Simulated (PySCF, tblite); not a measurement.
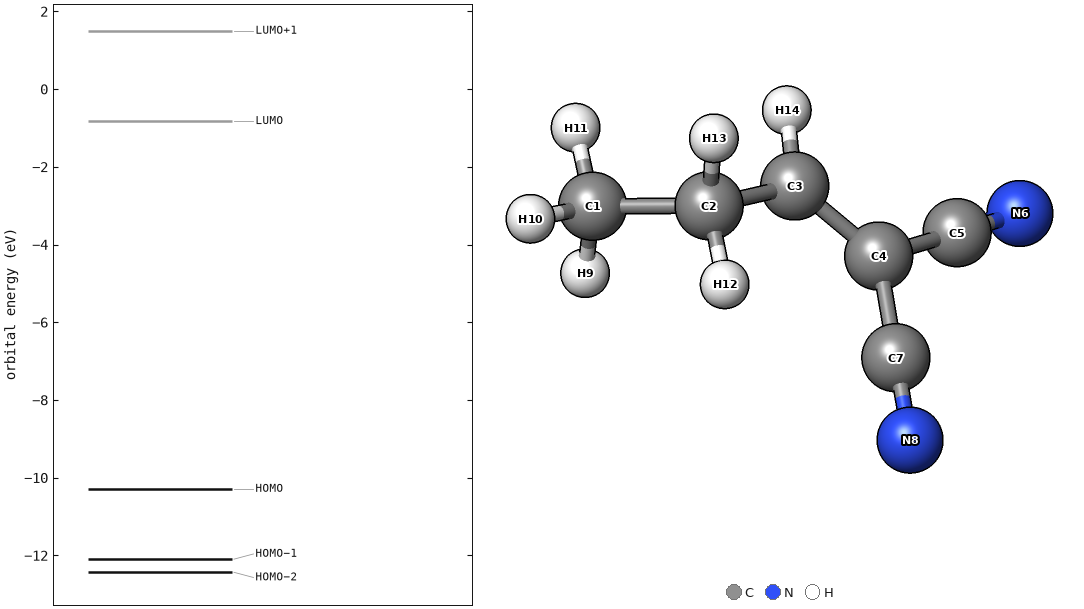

C₆H₆N₂, SMILES CCC=C(C#N)C#N. Kohn-Sham orbital energies near the frontier, ωB97X-D/def2-SVPD with PySCF 2.14.0, at a GFN2-xTB geometry (a minimum by its frequencies), isolated molecule; empty levels in grey, levels within 0.03 eV side by side.

### Where do the frontier orbitals lie?

HOMO at −10.29 eV, LUMO at −0.83 eV, 9.46 eV apart.

### On which atoms do HOMO and LUMO mostly sit?

HOMO: C4 22 %, C3 21 %, N6 15 %. LUMO: C3 34 %, C4 19 %, N8 9 % (Löwdin shares).

### List the levels with the atoms that carry most of them (a dash for levels above zero or within 0.03 eV of another, where shares mean little).

| orbital | energy (eV) | Löwdin shares |
| --- | --- | --- |
| LUMO+1 | 1.50 | – |
| LUMO | −0.83 | C3 34 %, C4 19 %, N8 9 % |
| HOMO | −10.29 | C4 22 %, C3 21 %, N6 15 % |
| HOMO−1 | −12.10 | N6 28 %, N8 24 %, C5 22 % |
| HOMO−2 | −12.44 | N6 24 %, N8 17 %, C5 17 % |

Caveats: the tight-binding geometry is rougher than a DFT one and adds to the error; one conformer of a flexible molecule; empty levels above zero depend strongly on the basis.
